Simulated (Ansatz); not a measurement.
## [GeH3]− (SMILES [H][Ge-]([H])[H]): methods side by side

[GeH3]− has 4 atoms, charge -1, and is taken as a singlet. As SMILES, `[H][Ge-]([H])[H]`. The shape comes from GFN2-xTB, which is rough for such elements, and wasn't checked as a minimum.

```xyz
4

Ge   -0.0075    0.0058    0.7680
H     1.4220   -0.0315   -0.2444
H    -0.6775    1.2495   -0.2717
H    -0.7370   -1.2238   -0.2519
```

Quantity: the energy change with the Ge1–H4 bond stretched from 1.756 to 4.391 Å, in eV. The values are calculated.

| level | kind | program | value (eV) | less FCI/STO-3G | CPU time (all runs) |
| --- | --- | --- | --- | --- | --- |
| HF/STO-3G (restricted) | Hartree–Fock | Ansatz | 7.12 | +2.70 | 0.2 s |
| SVWN5/STO-3G (restricted) | LDA | Ansatz | 5.33 | +0.91 | 1.9 s |
| revPBE/STO-3G (restricted) | GGA | Ansatz | 4.90 | +0.48 | 3.4 s |
| r2SCAN/STO-3G (restricted) | meta-GGA | Ansatz | 5.34 | +0.92 | 7.2 s |
| HSE06/STO-3G (restricted) | range-separated hybrid | Ansatz | 5.75 | +1.33 | 2.9 s |
| B2PLYP/STO-3G (restricted) | double hybrid | Ansatz | 4.86 | +0.44 | 2.5 s |
| MP2/STO-3G (restricted) | perturbation theory | Ansatz | 5.74 | +1.32 | 0.25 s |
| CCSD(T)/STO-3G (restricted) | coupled cluster or CI | Ansatz | 3.22 | -1.20 | 0.32 s |
| FCI/STO-3G | exact in the basis | Ansatz | 4.42 | 0.00 | 0.67 s |

FCI/STO-3G is exact within its basis and frozen core, so for wave-function methods in that basis the difference is their error; functionals converge differently with the basis, so for them it is only a difference. Spin-restricted single references rise too steeply as a bond breaks, Hartree–Fock most of all. Perturbation and coupled-cluster corrections on them can overshoot downwards. All-electron rows without a relativistic Hamiltonian named are non-relativistic. Sets without diffuse functions describe the anion poorly. The first shape isn't each level's own minimum. The values span 3.22 to 7.12 eV. All rows use very small basis sets, so even the best lies far from the true value. In the correlated wave-function rows the outer d shell of Ge is correlated, in sets not made for it. Times are those of the runs behind each value, whatever else they computed, on shared processors of several kinds: orders of magnitude only.

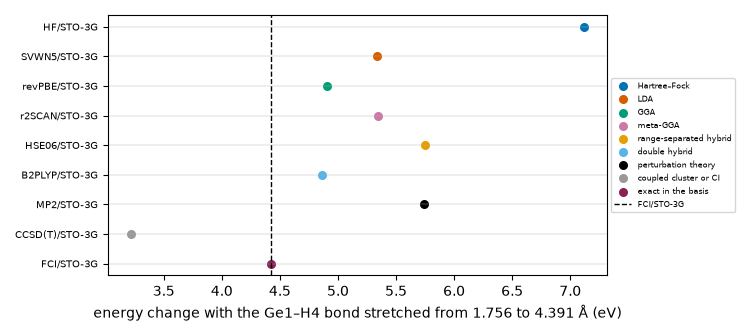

The values of the table, level by level.
